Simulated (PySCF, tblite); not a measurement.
# C5H11BF2Si: geometry, infrared bands and NMR shifts

Aim: predict the infrared bands and NMR shifts of C5H11BF2Si (`FB(F)C1CC[SiH2]CC1`).

The runs use tblite 0.8.0 and PySCF 2.14.0, with density-fitted response routines of our own; the level of theory stands in each step. All values are computed, except where a source is named. Atoms are numbered from 0 throughout.

### Step 1. The starting structure

20 atoms, charge 0, multiplicity 1; geometry from: force field or distance geometry start.

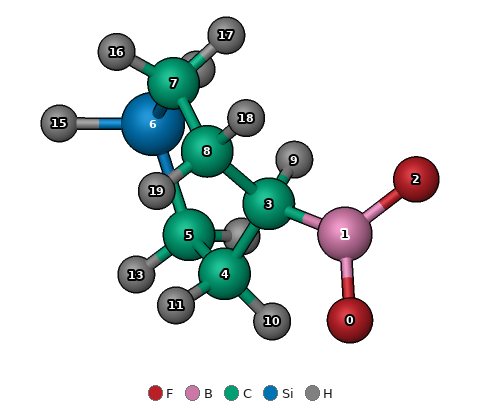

The starting geometry (fluorine red, boron pink, carbon teal, silicon blue, hydrogen grey), atoms numbered; sticks join atoms by distance.

### Step 2. Relaxing the molecule with GFN2-xTB

Job settings and geometry (Å):

```
{"job": {"kind": "relax", "xc": "GFN2-xTB", "basis": "xTB"}, "charge": 0, "multiplicity": 1}
F     -3.152200     0.957400     1.090500
B     -2.483800     0.220200     0.045900
F     -3.202100    -0.203900    -1.109100
C     -0.910200     0.122200    -0.006300
C     -0.196900     1.227700     0.718700
C      1.141800     1.423300     0.010200
Si     1.860100    -0.164600    -0.628500
C      0.740800    -1.624100    -0.341700
C     -0.473500    -1.266300     0.487500
H     -0.602500     0.172900    -1.066100
H     -0.746200     2.192600     0.565900
H     -0.087300     1.033000     1.793100
H      0.934100     2.101500    -0.836300
H      1.883100     1.943700     0.677500
H      2.105200    -0.040400    -2.060600
H      3.094100    -0.436800     0.154400
H      1.320800    -2.457000     0.076200
H      0.324600    -1.935000    -1.344000
H     -1.280500    -1.982600     0.193200
H     -0.274700    -1.273000     1.576400
```

The run is started by

```bash
$ OMP_NUM_THREADS=1 python probes_run.py task.json out
```

The driver reads the jobs from task.json and runs them one after another.

**Question.** This job is followed by: GFN2-xTB harmonic vibrations, gas phase; GIAO PBE0/pcSseg-1 NMR shielding, non-relativistic, gas phase. What will the session give for the following? strongest single infrared mode (GFN2-xTB); zero-point energy (GFN2-xTB); ¹³C shifts against TMS (PBE0/pcSseg-1, means over atoms taken as alike); ¹H shifts against TMS (PBE0/pcSseg-1, means over atoms taken as alike); ¹⁹F shifts against CFCl3 (PBE0/pcSseg-1, means over atoms taken as alike); ¹¹B shifts against BF3·OEt2 (PBE0/pcSseg-1); ²⁹Si shifts against TMS (PBE0/pcSseg-1).

The runs gave:

| quantity | value |
| --- | --- |
| strongest single infrared mode (GFN2-xTB) | 1272 cm⁻¹, 396 km/mol |
| zero-point energy (GFN2-xTB) | 96.8 kcal/mol |
| ¹³C shifts against TMS (PBE0/pcSseg-1, means over atoms taken as alike) | 30.9, 29.7, 12.0 ppm |
| ¹H shifts against TMS (PBE0/pcSseg-1, means over atoms taken as alike) | 4.13, 4.11, 2.30, 1.29, 1.04, 0.78, 0.72 ppm |
| ¹⁹F shifts against CFCl3 (PBE0/pcSseg-1, means over atoms taken as alike) | -74.0 ppm |
| ¹¹B shifts against BF3·OEt2 (PBE0/pcSseg-1) | 28.2 ppm |
| ²⁹Si shifts against TMS (PBE0/pcSseg-1) | -49.4 ppm |

In words: The optimisation took 99 steps and gained 1.144 eV; among the close pairs (by a distance rule), F0–B1 changed most, from 1.443 to 1.318 Å. All 54 modes are real, so the xTB geometry is a minimum. The strongest single mode, at 1272 cm⁻¹, moves mainly B1. Unscaled tight-binding wavenumbers are off by several per cent, some by more. Its intensities can rank the bands wrongly. At PBE0/pcSseg-1: Shielding is most anisotropic at F0, F2 (span 308 ppm, paramagnetic term -223 ppm).
